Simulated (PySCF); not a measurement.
Run report: CH6Cl2P2Si2, excited-state calculation

- system: CH6Cl2P2Si2, SMILES ClC(Cl)[SiH]1P[SiH2]P1
- method: TDDFT PBE0/def2-SVPD, vertical, gas phase, core orbitals frozen in the response (PySCF 2.14.0)

The geometry comes from this level: GFN2-xTB. It belongs to a series of runs on one base structure; here: terminal Cl group replaced by H.

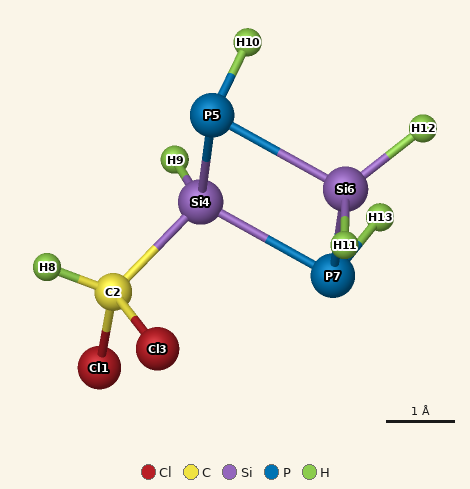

*The structure as given in the input (ball-and-stick view, seen at a tilt; atoms are numbered from 1 in the order of the input).*

Bond lengths as drawn: C–Cl 1.77 Å, C–H 1.09 Å, C–Si 1.92 Å, H–P 1.38 to 1.39 Å, H–Si 1.46 Å and P–Si 2.26 to 2.28 Å.

**Results in brief**

| quantity | value |
| --- | --- |
| outcome | converged |
| total energy | −2222.298044 hartree |
| HOMO | −6.68 eV |
| LUMO | −1.03 eV |
| dipole moment | 2.15 D |
| mean polarisability | 142.49 a.u. |
| lowest singlet excitation | 4.49 eV |
| hardware | 1 CPU thread, shared host |
| wall time | 81 s |
| peak memory | 0.87 GiB |

**Input**
```
{"job": {"kind": "uv", "xc": "PBE0", "basis": "def2-SVPD", "nstates": 8, "ntriplets": 3}, "charge": 0, "multiplicity": 1}
Cl     3.443418     0.358952    -0.008475
C      1.903437     0.620297     0.816138
Cl     1.188538     2.159588     0.307326
Si     0.647744    -0.736321     0.295988
P     -1.258418    -0.195537     1.392516
Si    -1.906741     0.458408    -0.690532
P      0.017982    -0.097408    -1.775499
H      2.108821     0.694036     1.881120
H      1.241345    -2.054855     0.523518
H     -1.795168    -1.466398     1.298336
H     -2.114608     1.903266    -0.716408
H     -3.069349    -0.286060    -1.176918
H     -0.411390    -1.357482    -2.164837
```

The first line tells a small driver script what to run in PySCF; the rest is the geometry in Å.

Run as:
```bash
OMP_NUM_THREADS=1 python <driver script> task.json out
```

**The program's output**
```
coarse grid: 14552 points
cycle   1  E = -2222.0262593907  dE =  6.364e-01  |g| = 3.167e-01  |ddm| = 4.673e+00
cycle   2  E = -2221.9991654367  dE =  2.709e-02  |g| = 4.585e-01  |ddm| = 1.322e+00
cycle   3  E = -2222.0568481690  dE = -5.768e-02  |g| = 5.792e-02  |ddm| = 6.832e-01
cycle   4  E = -2222.0575921247  dE = -7.440e-04  |g| = 2.860e-02  |ddm| = 1.346e-01
cycle   5  E = -2222.0578616381  dE = -2.695e-04  |g| = 4.546e-03  |ddm| = 6.136e-02
cycle   6  E = -2222.0578686157  dE = -6.978e-06  |g| = 1.267e-03  |ddm| = 1.261e-02
final grid: 114640 points
cycle   7  E = -2222.2980360448  dE = -1.617e-05  |g| = 5.121e-03  |ddm| = 7.197e-02
cycle   8  E = -2222.2980294456  dE =  6.599e-06  |g| = 7.099e-03  |ddm| = 1.952e-02
cycle   9  E = -2222.2980436360  dE = -1.419e-05  |g| = 1.051e-03  |ddm| = 1.137e-02
cycle  10  E = -2222.2980439502  dE = -3.142e-07  |g| = 1.208e-04  |ddm| = 1.833e-03
cycle  11  E = -2222.2980439546  dE = -4.464e-09  |g| = 4.879e-05  |ddm| = 3.428e-04
cycle  12  E = -2222.2980439555  dE = -8.595e-10  |g| = 1.562e-05  |ddm| = 1.332e-04
```

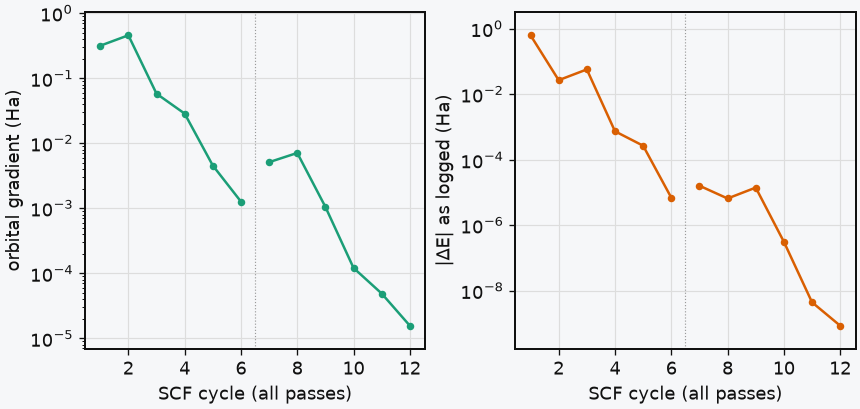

*Convergence of the self-consistent field: orbital gradient and size of the energy change against the SCF cycle. The dotted line marks the change from a coarse to the final integration grid.*

The first 6 cycles use a coarse grid, the final grid takes over at cycle 7, and the field converges after 12 cycles in all.

```
converged SCF energy = -2222.2980439555

Static polarisability (au): isotropic 142.490, principal 124.473 138.690 164.306

Singlet excitations
state   eV       nm        f      main configurations
  1   4.4902    276.1   0.00349   H->L 0.92
  2   4.6637    265.8   0.00208   H->L+1 0.93
  3   4.9955    248.2   0.00555   H->L+2 0.97
  4   5.4638    226.9   0.00869   H->L+3 0.96
  5   5.7678    215.0   0.00581   H-1->L 0.84
  6   5.8802    210.9   0.03324   H->L+4 0.87
  7   6.0258    205.8   0.00091   H-1->L+1 0.78
  8   6.1687    201.0   0.00092   H->L+5 0.91

Triplet excitations (Tamm-Dancoff, eV): 4.0071 4.2674 4.5650
```

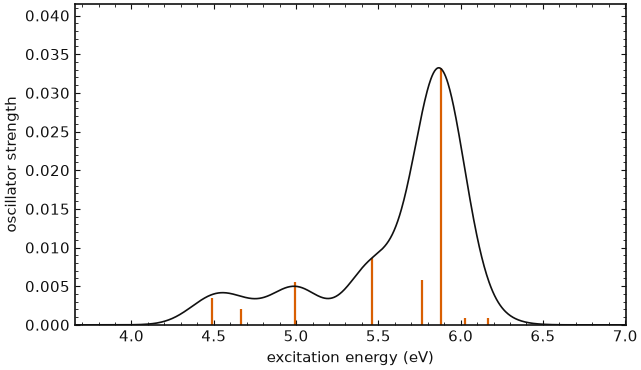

*Computed excitations as sticks (degenerate states added up, dark ones marked on the axis), with a Gaussian envelope of 0.35 eV full width at half maximum, scaled to the tallest.*

Of the 8 states the lowest lies at 4.49 eV (f = 0.003); the strongest line is at 5.88 eV, or 211 nm (f = 0.033).

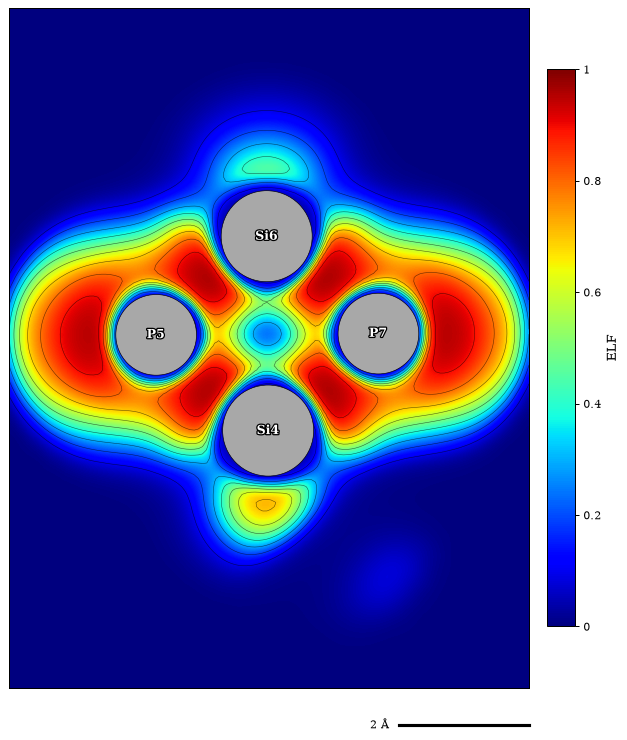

*ELF on the plane of atoms P5, Si6 and P7. Grey discs, where drawn, cover atomic cores.*

Atoms in the plane: Si and P. Si–P (2.26 Å): the ELF peaks at about 0.95 between the atoms (a covalent bond).

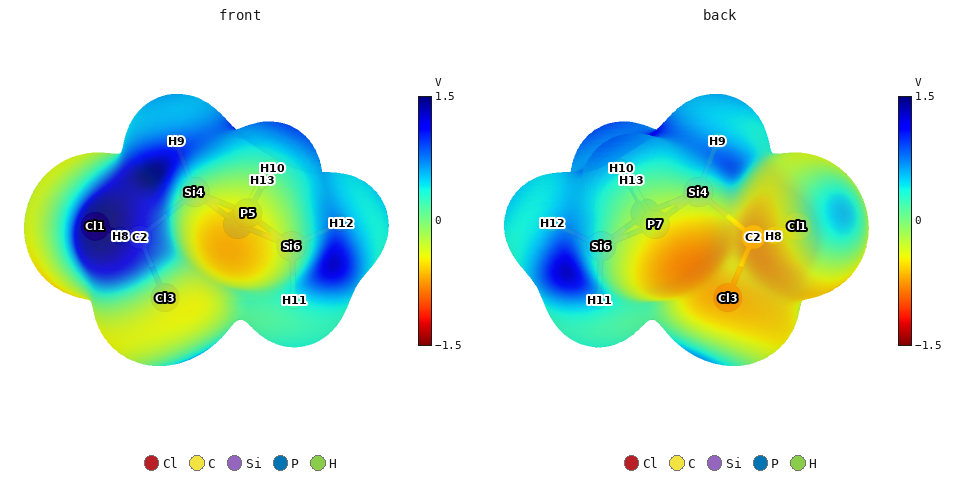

*The electrostatic potential painted on the density surface at 0.002 e/bohr³, seen face on and from behind; red is negative and blue positive.*

A positive charge is drawn to the negative regions and a negative charge to the positive ones. Its dipole moment is 2.15 D.
